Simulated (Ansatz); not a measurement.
**What Zn → Re does to ZnCu**

Take ZnCu in the CsCl type structure (space group Pm-3m, No. 221; a = 2.964 Å) as the base.

One thing is altered: full substitution Zn → Re; the structure is relaxed again.

Method: Ansatz (a program for electronic structure) PBE, without spin-orbit coupling. k-mesh 16×16×16 (Γ-centred); smearing 0.05 eV (Fermi–Dirac).

The volume per atom goes up by 0.227 Å³ to 13.24 Å³ and the density increases by 7.431 g/cm³, from 8.22 g/cm³ to 15.66 g/cm³. The lattice parameter a rises by 0.017 Å to 2.981 Å and the space group remains Pm-3m (No. 221). The shortest interatomic distance grows by 0.015 Å (2.567 Å → 2.582 Å) and the band gap remains zero.

Final structure:

```xyz
2
Lattice="2.9810 0.0000 0.0000 0.0000 2.9810 0.0000 0.0000 0.0000 2.9810" Properties=species:S:1:pos:R:3 pbc="T T T"
Re     1.4905     1.4905     1.4905
Cu     0.0000     0.0000     0.0000
```

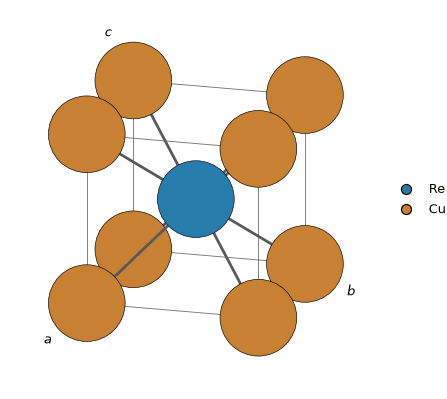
Fig. 1. The relaxed conventional cell after the change

Whether these cells are dynamically stable was not tested. As relaxed here, CuRe is a hypothetical phase, not in the database extracts checked. All final runs are without spin polarisation. CuRe has a high density of states at the Fermi level and may be magnetic at this level.
